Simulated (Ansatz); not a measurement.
# How thick a slab does the work function of Pd need?

Slabs of Pd from 1 to 13 layers are run on 3 faces. From which thickness on does the work function stay within 0.05 eV of the thickest slab's, and does that depend on the face?

**Method.** Ansatz 0.2.0, plane waves with PAW datasets (its set soft_2), PBE; symmetric slabs at bulk places and the tabulated experimental lattice constant, 18 Å of vacuum, one k-mesh a face (spacing 0.16 Å⁻¹, 2π included), Fermi-Dirac smearing of 0.1 eV.

What came out:

| layers | Pd(100) (eV) | Pd(110) (eV) | Pd(111) (eV) |
| --- | --- | --- | --- |
| 1 | 5.663 | 5.292 | 5.986 |
| 2 | 5.086 | 4.956 | 5.226 |
| 3 | 5.079 | 4.746 | 5.207 |
| 4 | 5.092 | 4.914 | 5.221 |
| 5 | 5.083 | 4.719 | 5.209 |
| 6 | 5.089 | 4.803 | 5.223 |
| 7 | 5.086 | 4.836 | 5.220 |
| 8 | 5.084 | 4.734 | 5.224 |
| 10 | 5.087 | 4.800 | 5.221 |
| 13 | 5.087 | 4.788 | 5.220 |

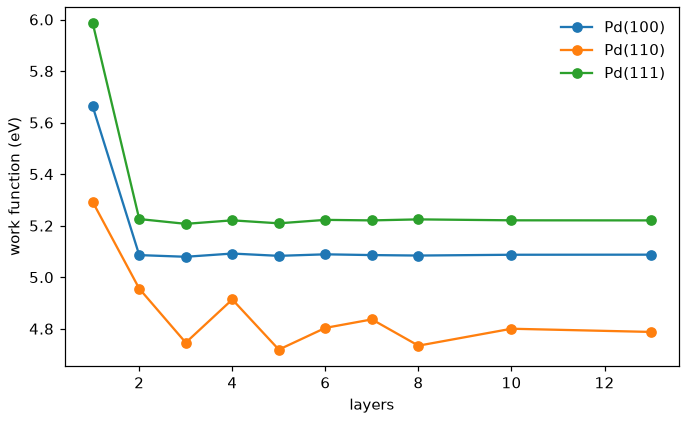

Work function against thickness.

What this shows: Within 0.05 eV of the 13-layer value: Pd(100) from 2 layers on, Pd(110) from 10 layers on and Pd(111) from 2 layers on. In length between the outer atoms these thicknesses are 1.9 Å, 12.4 Å and 2.2 Å; the faces differ a good deal. From four layers on the values span 0.009 to 0.195 eV, most on Pd(110). Thirteen layers cost about 8 to 9 times the CPU time of four.

**Limits.** The 13-layer slab is the reference and is itself not proved converged. Thicknesses missing from the table have no sound run at this vacuum, and where values alternate they could fall outside the band. The smearing damps swings with thickness. The slabs are unrelaxed and unreconstructed, and the CPU ratio is rough.
